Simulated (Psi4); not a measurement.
# C2H2F2 (SMILES F/C=C\F): PW86PBE/LANL2DZ (density fitting, Cartesian functions, ddCOSMO acetone)

Aim: the vertical ionisation energy of C2H2F2 at PW86PBE/LANL2DZ (density fitting, Cartesian functions, ddCOSMO acetone), from 2 runs. 

The calculation is run with Psi4 1.11.

6 further runs of the same task are left out: 6 set aside as unsound or not needed.

### Step 1. The molecule

C2H2F2 has 6 atoms, charge 0, and is taken as a singlet. SMILES: `F/C=C\F`. Geometry: relaxed at GFN2-xTB.

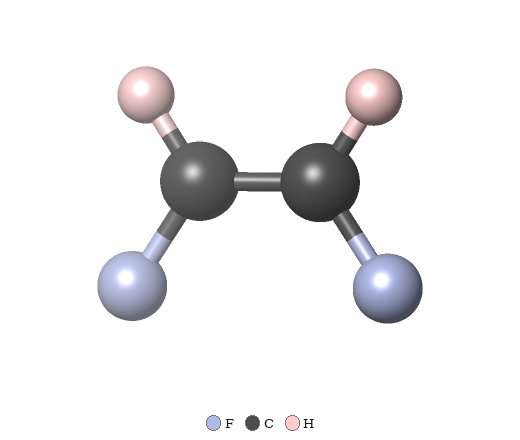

The structure, seen from a chosen angle (fluorine light blue, carbon dark grey, hydrogen pink).

### Step 2. The energy at PW86PBE/LANL2DZ (density fitting, Cartesian functions, ddCOSMO acetone)

The input, calc.py:

```python
import psi4

psi4.set_memory('1600 MB')
psi4.set_num_threads(1)
psi4.core.set_output_file('c2h2f2.out', False)

molecule = psi4.geometry("""
0 1
F      0.192360    -0.836360    -1.520840
C      0.405210     0.027280    -0.525710
C     -0.327390     0.076410     0.572410
F     -1.362570    -0.733090     0.808990
H      1.239650     0.687180    -0.705780
H     -0.147270     0.778580     1.370930
symmetry c1
""")

psi4.set_options({
    'reference': 'rks',
    'ddx': True,
    'ddx_model': 'cosmo',
    'ddx_solvent': 'acetone',
    'ddx_radii_set': 'uff',
})

e_tot, wfn = psi4.energy("pw86pbe/LANL2DZ", molecule=molecule, return_wfn=True)
print(f'total energy {e_tot:.8f} hartree = {e_tot * 27.211386:.5f} eV')
```

Run with:

```sh
$ python calc.py
```

c2h2f2.out:

```text
[...]
  Running in c1 symmetry.
[...]
  Nuclear repulsion =  113.607617687594853
[...]
  Multiplicity = 1
[...]
  Nalpha       = 16
  Nbeta        = 16
[...]
    Number of basis functions: 40
[...]
   @DF-RKS iter   1:  -277.05047711167441   -1.09797e-01   1.16347e-02 DIIS/ADIIS
[...]
   @DF-RKS iter   8:  -277.18635524748942   -5.37567e-08   1.96177e-07 DIIS
[...]
    Orbital Energies [Eh]
    ---------------------
    Doubly Occupied:
       1A    -24.337434     2A    -24.337213     3A    -10.015050
       4A    -10.014346     5A     -1.154507     6A     -1.142427
       7A     -0.718703     8A     -0.565188     9A     -0.505781
      10A     -0.494186    11A     -0.437284    12A     -0.429607
      13A     -0.395957    14A     -0.348904    15A     -0.324402
      16A     -0.231455
[...]
  @DF-RKS Final Energy:  -277.18635524748942
   => Energetics <=
    Nuclear Repulsion Energy =            113.6076176875948534
    One-Electron Energy =                -607.2146478417796516
    Two-Electron Energy =                 249.0565072749638205
    DFT Exchange-Correlation Energy =     -32.6305997700433963
    Empirical Dispersion Energy =           0.0000000000000000
    VV10 Nonlocal Energy =                  0.0000000000000000
    DD Solvation Energy =                 -0.0052325982250201
    Total Energy =                       -277.1863552474894163
[...]
 Multipole Moments:
 ------------------------------------------------------------------------------------
     Multipole            Electronic (a.u.)      Nuclear  (a.u.)        Total (a.u.)
 ------------------------------------------------------------------------------------
 L = 1.  Multiply by 2.5417464519 to convert [e a0] to [Debye]
 Dipole X            :         -1.4402113            2.1242819            0.6840706
 Dipole Y            :         -1.9327743            2.8496707            0.9168964
 Dipole Z            :         -0.8777667            1.2928243            0.4150575
 Magnitude           :                                                    1.2169324
[...]
```

The script printed:

```text
total energy -277.18635525 hartree = -7542.62491 eV
```

Wall time 4.8 s (1 thread of Intel Xeon 6975P-C (Granite Rapids), shared host); peak memory 0.36 GiB.

### Step 3. The doublet cation, same level

The input, calc.in:

```
memory 1600 MB

molecule mol {
  1 2
  F      0.192360    -0.836360    -1.520840
  C      0.405210     0.027280    -0.525710
  C     -0.327390     0.076410     0.572410
  F     -1.362570    -0.733090     0.808990
  H      1.239650     0.687180    -0.705780
  H     -0.147270     0.778580     1.370930
  symmetry c1
}

set reference uks
set ddx true
set ddx_model cosmo
set ddx_solvent acetone
set ddx_radii_set uff

result, w = energy('pw86pbe/LANL2DZ', return_wfn=True)
```

Run with:

```sh
$ psi4 calc.in calc.out -n 1
```

calc.out:

```text
[...]
  Running in c1 symmetry.
[...]
  Nuclear repulsion =  113.607617687594853
[...]
  Multiplicity = 2
[...]
  Nalpha       = 16
  Nbeta        = 15
[...]
    Number of basis functions: 40
[...]
   @DF-UKS iter   1:  -276.83951990096148    1.01160e-01   8.06664e-03 ADIIS/DIIS
[...]
   @DF-UKS iter   9:  -276.90372445769390   -6.26642e-10   9.86505e-07 DIIS
[...]
   @S^2 Observed:                7.510984889E-01
[...]
    Orbital Energies [Eh]
    ---------------------
    Alpha Occupied:
       1A    -24.470273     2A    -24.470090     3A    -10.173582
       4A    -10.172881     5A     -1.279272     6A     -1.265883
       7A     -0.869351     8A     -0.678119     9A     -0.619419
      10A     -0.614020    11A     -0.560181    12A     -0.545179
      13A     -0.520019    14A     -0.455487    15A     -0.434494
      16A     -0.374825
    Alpha Virtual:
      17A     -0.163969    18A     -0.084136    19A      0.027917
      20A      0.074036    21A      0.107873    22A      0.190480
      23A      0.221252    24A      0.250178    25A      0.256958
[...]
  @DF-UKS Final Energy:  -276.90372445769390
   => Energetics <=
    Nuclear Repulsion Energy =            113.6076176875948534
    One-Electron Energy =                -597.2479329242560198
    Two-Electron Energy =                 239.0750163498636596
    DFT Exchange-Correlation Energy =     -32.2351212385537522
    Empirical Dispersion Energy =           0.0000000000000000
    VV10 Nonlocal Energy =                  0.0000000000000000
    DD Solvation Energy =                 -0.1033043323426017
    Total Energy =                       -276.9037244576938974
[...]
 Multipole Moments:
 ------------------------------------------------------------------------------------
     Multipole            Electronic (a.u.)      Nuclear  (a.u.)        Total (a.u.)
 ------------------------------------------------------------------------------------
 L = 1.  Multiply by 2.5417464519 to convert [e a0] to [Debye]
 Dipole X            :         -1.0259524            2.1242819            1.0983296
 Dipole Y            :         -1.3770087            2.8496707            1.4726620
 Dipole Z            :         -0.6253515            1.2928243            0.6674728
 Magnitude           :                                                    1.9546307
[...]
```

Wall time 5.7 s (1 thread of Intel Xeon 6975P-C (Granite Rapids), shared host); peak memory 0.36 GiB.

### Step 4. Summary of results

Level: PW86PBE/LANL2DZ (density fitting, Cartesian functions, ddCOSMO acetone).

| quantity | value |
| --- | --- |
| singlet C2H2F2: total energy | -277.18636 Eh |
| singlet C2H2F2: dipole moment | 3.09 D |
| singlet C2H2F2: HOMO energy | -6.30 eV |
| singlet C2H2F2: LUMO energy | -0.64 eV |
| singlet C2H2F2: HOMO–LUMO gap | 5.66 eV |
| singlet C2H2F2: solvent term in the energy | -13.7 kJ/mol |
| doublet cation: total energy | -276.90372 Eh |
| doublet cation: HOMO energy (highest over α and β) | -10.20 eV |
| doublet cation: LUMO energy (lowest over α and β) | -9.09 eV |
| doublet cation: solvent term in the energy | -271.2 kJ/mol |
| doublet cation: ⟨S²⟩ | 0.751 |
| vertical ionisation energy (to the doublet cation) | 7.691 eV |

What this shows: Removing an electron at fixed nuclei costs 7.69 eV (742 kJ/mol). The continuum is in equilibrium with both charges, so this lies below a true vertical value in solution, where the slow polarisation stays frozen. −ε(HOMO) before ionisation, 6.30 eV, is 1.39 eV below this ionisation energy.
